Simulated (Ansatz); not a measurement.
**SnH2Cl radical: one structure at several levels**

The atoms stand at a structure displaced at random from a GFN2-xTB minimum. How far do the functionals agree with CCSD(T) there?

The runs use Ansatz 0.2.0, Gaussian basis; single points in def2-TZVPP.

Cores are frozen in the correlated methods. Filled d shells of the heavier atoms are correlated. Core potentials replace the inner electrons past krypton, and spin-orbit coupling is left out. Orbitals are unrestricted.

## 1. The system as given

4 atoms, charge 0, spin multiplicity 2.

Atoms are counted from 1 here; the program's logs count them from 0.

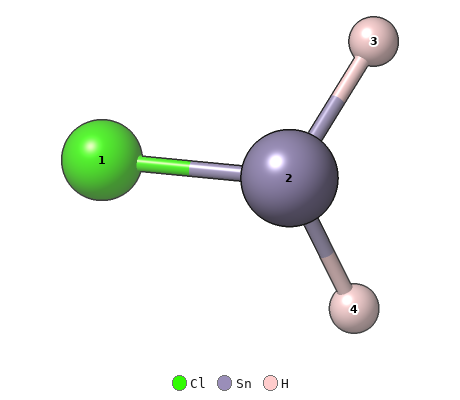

As it starts; chlorine green, tin purple, hydrogen pink; atoms are numbered from 1 in the order of the file.

As a file:

| atom | x (Å) | y (Å) | z (Å) |
| --- | --- | --- | --- |
| Cl1 | -1.9720 | 0.4328 | -0.6298 |
| Sn2 | 0.3117 | -0.1795 | -0.5199 |
| H3 | 0.4188 | -1.6639 | 0.8274 |
| H4 | 1.2263 | 1.3525 | 0.2885 |

## 2. CCSD(T)/def2-TZVPP

File run/in.yaml:

```yaml
crystal:
  periodic: [false, false, false]
  atoms:
    - {symbol: Cl, position_ang: [-1.972000, 0.432800, -0.629800]}
    - {symbol: Sn, position_ang: [0.311700, -0.179500, -0.519900]}
    - {symbol: H, position_ang: [0.418800, -1.663900, 0.827400]}
    - {symbol: H, position_ang: [1.226300, 1.352500, 0.288500]}
basis:
  gaussian: {orbitals: def2-TZVPP}
magnetization: {spin_polarized: true, initial_magnetization: 1}
correlation: {method: ccsd_t}
scf: {omitted_lower_state_checks: [cluster_reference]}
output: {forces: true}
```

No record of the launch command was kept for these runs.

What it wrote, cut to the lines that bear on the results:

```text
Functional definition: HF
  name "HF"
  cite "Fock, Z. Phys. 61, 126 (1930) doi:10.1007/BF01340294"
  parent pbe
[...]
867 factors; integrals over basis functions are off by at most 9.0e-4 eV
[...]
mean field -18340.86802059 eV, -674.0144678697 hartree, gradient 1.7e-6 eV, S^2 0.781697; 0 other end points of the search recorded, 0 dependent functions left out
9 core orbitals not correlated: weight in the atoms' cores, before any rotation towards them, 1.000 or more for the frozen orbitals, at most 0.000 for the correlated occupied ones
reference -18340.86802059 eV, -674.0144678697 hartree; 12, 11 occupied and 99, 100 virtual orbitals, 867 factors
second order -13.46994408 eV of doubles, -0.00000000 eV of singles
cycle   1  -13.70634846 eV  change   -2.4e-1 eV  update   9.4e-2
[...]
cycle  16  -14.18256355 eV  change    4.5e-7 eV  update   8.1e-7
perturbative correction -0.49283930 eV, -0.0181115103 hartree
[...]
working
Total energy: -18355.54342344 eV, -674.5537789773 hartree
Atom 0 at    -1.972000     0.432800    -0.629800 Å, force     0.370602    -0.099009     0.020073 eV/Å
Atom 1 at     0.311700    -0.179500    -0.519900 Å, force     0.649266     0.055589     2.189058 eV/Å
Atom 2 at     0.418800    -1.663900     0.827400 Å, force    -0.146641     1.435307    -1.389593 eV/Å
Atom 3 at     1.226300     1.352500     0.288500 Å, force    -0.873228    -1.391887    -0.819539 eV/Å
Dipole moment:     0.437622    -0.132320    -0.141785 e Å
Checks for a lower state left out: cluster_reference
```

It took 84 s on 4 threads, shared host; peak memory 2.2 GiB.

## 3. PBE0-D4/def2-TZVPP

run/in.yaml: that of step 2 with these lines changed.

```diff
@@ -10,4 +10,3 @@
 magnetization: {spin_polarized: true, initial_magnetization: 1}
-correlation: {method: ccsd_t}
-scf: {omitted_lower_state_checks: [cluster_reference]}
-output: {forces: true}
+hamiltonian: {xc: pbe0, dispersion: d4}
+output: {forces: true, orbitals: {seedname: orbitals}}
```

The log in run was not kept; the run's report gives a total energy of -18382.608830 eV.

Run time: 1.5 s. Hardware: 4 threads, shared host; peak memory 0.28 GiB.

## 4. wB97M-V/def2-TZVPP

run/in.yaml: that of step 3 with these lines changed.

```diff
@@ -10,3 +10,3 @@
 magnetization: {spin_polarized: true, initial_magnetization: 1}
-hamiltonian: {xc: pbe0, dispersion: d4}
-output: {forces: true, orbitals: {seedname: orbitals}}
+hamiltonian: {xc: {name: wB97M-V}}
+output: {forces: true}
```

The log in run was not kept; the run's report gives a total energy of -18384.316247 eV.

It took 4.3 s on 4 threads, shared host; peak memory 0.42 GiB.

## 5. r2SCAN-D4/def2-TZVPP

run/in.yaml: that of step 4 with these lines changed.

```diff
@@ -10,3 +10,3 @@
 magnetization: {spin_polarized: true, initial_magnetization: 1}
-hamiltonian: {xc: {name: wB97M-V}}
+hamiltonian: {xc: r2scan, dispersion: d4}
 output: {forces: true}
```

The log in run was not kept; the run's report gives a total energy of -18387.987245 eV.

It took 2.4 s on 4 threads, shared host; peak memory 0.26 GiB.

## 6. PBE-D4/def2-TZVPP

run/in.yaml: that of step 5 with these lines changed.

```diff
@@ -10,3 +10,3 @@
 magnetization: {spin_polarized: true, initial_magnetization: 1}
-hamiltonian: {xc: r2scan, dispersion: d4}
+hamiltonian: {xc: pbe, dispersion: d4}
 output: {forces: true}
```

The log in run was not kept; the run's report gives a total energy of -18381.458066 eV.

Wall time 1.1 s (4 threads, shared host); peak memory 0.17 GiB.

## 7. r2SCANh-D4/def2-TZVPP

run/in.yaml: that of step 6 with these lines changed.

```diff
@@ -10,3 +10,3 @@
 magnetization: {spin_polarized: true, initial_magnetization: 1}
-hamiltonian: {xc: pbe, dispersion: d4}
+hamiltonian: {xc: {name: r2SCANh}, dispersion: d4}
 output: {forces: true}
```

What it wrote, cut to the lines that bear on the results:

```text
Functional definition: r2SCANh
  name "r2SCANh"
  cite "Bursch, Neugebauer, Ehlert & Grimme, J. Chem. Phys. 156, 134105 (2022) doi:10.1063/5.0086040"
  cite "Furness, Kaplan, Ning, Perdew & Sun, J. Phys. Chem. Lett. 11, 8208 (2020) doi:10.1021/acs.jpclett.0c02405"
  cite "Furness, Kaplan, Ning, Perdew & Sun, J. Phys. Chem. Lett. 11, 9248 (2020) doi:10.1021/acs.jpclett.0c03077"
  parent r2scan
[...]
815 factors; their error is unknown
[...]
mean field -18387.58331878 eV, -675.7312234136 hartree, gradient 5.4e-5 eV, S^2 0.761720; 0 other end points of the search recorded, 0 dependent functions left out
[...]
reference -18387.58333330 eV, -675.7312239473 hartree; 21, 20 occupied and 99, 100 virtual orbitals, 815 factors
Total energy: -18387.60107016 eV, -675.7318757649 hartree
Atom 0 at    -1.972000     0.432800    -0.629800 Å, force     0.315161    -0.079334     0.033342 eV/Å
Atom 1 at     0.311700    -0.179500    -0.519900 Å, force     0.663969     0.017631     2.020676 eV/Å
Atom 2 at     0.418800    -1.663900     0.827400 Å, force    -0.155013     1.333848    -1.294175 eV/Å
Atom 3 at     1.226300     1.352500     0.288500 Å, force    -0.824116    -1.272144    -0.759843 eV/Å
Dipole moment:     0.433670    -0.130781    -0.145521 e Å
```

Wall time 2.7 s (4 threads, shared host); peak memory 0.31 GiB.

## 8. BLYP-D4/def2-TZVPP

run/in.yaml: that of step 7 with these lines changed.

```diff
@@ -10,3 +10,3 @@
 magnetization: {spin_polarized: true, initial_magnetization: 1}
-hamiltonian: {xc: {name: r2SCANh}, dispersion: d4}
+hamiltonian: {xc: {name: BLYP}, dispersion: d4}
 output: {forces: true}
```

The log in run was not kept; the run's report gives a total energy of -18385.348179 eV.

It took 1.3 s on 4 threads, shared host; peak memory 0.17 GiB.

## 9. Side by side

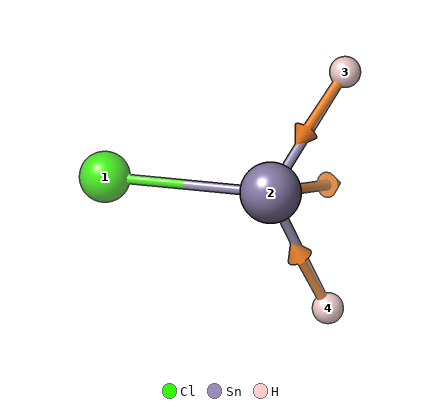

Forces at CCSD(T); the longest arrow is 2.28 eV/Å.

```
    method  RMS force component (eV/Å)  RMS error against CCSD(T) (eV/Å)  angle to CCSD(T) forces (°)  dipole (D)
   CCSD(T)                       1.031                                 0                            0        2.30
   PBE0-D4                       0.949                             0.084                          1.2        2.29
   wB97M-V                       1.047                             0.020                          0.6        2.35
 r2SCAN-D4                       0.920                             0.124                          3.3        2.22
    PBE-D4                       0.809                             0.271                          9.8        2.08
r2SCANh-D4                       0.957                             0.078                          1.5        2.29
   BLYP-D4                       0.765                             0.415                         20.7        2.08
```

Energy less the free neutral atoms in their ground states at the same level (atoms from separate runs):

Differences are taken before rounding.

```csv
method,rung,energy less atoms (kcal/mol),from CCSD(T) (kcal/mol)
PBE-D4,GGA,-187.7,-10.7
BLYP-D4,GGA,-186.7,-9.8
r2SCAN-D4,meta-GGA,-187.4,-10.4
PBE0-D4,hybrid,-182.1,-5.1
r2SCANh-D4,hybrid,-185.1,-8.1
wB97M-V,range-separated hybrid,-182.9,-5.9
Hartree-Fock,wavefunction,-124.3,+52.7
MP2,wavefunction,-169.4,+7.5
CCSD,wavefunction,-173.0,+4.0
CCSD(T),wavefunction,-177.0,0
```

What each level took, beside its miss in the forces (shared host):

| method | time | RMS force error (eV/Å) |
| --- | --- | --- |
| CCSD(T) | 84 s | 0 |
| PBE0-D4 | 1.5 s | 0.084 |
| wB97M-V | 4.3 s | 0.020 |
| r2SCAN-D4 | 2.4 s | 0.124 |
| PBE-D4 | 1.1 s | 0.271 |
| r2SCANh-D4 | 2.7 s | 0.078 |
| BLYP-D4 | 1.3 s | 0.415 |

## 10. What came out

```
                                  quantity                                                                                              value
energy less free atoms, CCSD(T)/def2-TZVPP                                                                                    -177.0 kcal/mol
                       RMS force component                                                               0.765 to 1.047 eV/Å over the methods
                           RMS force error  PBE0-D4 0.084, wB97M-V 0.020, r2SCAN-D4 0.124, PBE-D4 0.271, r2SCANh-D4 0.078, BLYP-D4 0.415 eV/Å
                    HOMO and LUMO, PBE0-D4                                                                                 -6.98 and -4.19 eV
                             T1 diagnostic                                                                                              0.018
```

**Reading.** Against CCSD(T) the functionals' energies less atoms differ by -10.7 to -5.1 kcal/mol, PBE-D4 by -10.7 kcal/mol. A larger basis would deepen the CCSD(T) value, while the functionals are nearly converged already, so the order here is not reliable. For forces wB97M-V does best and BLYP-D4 worst.
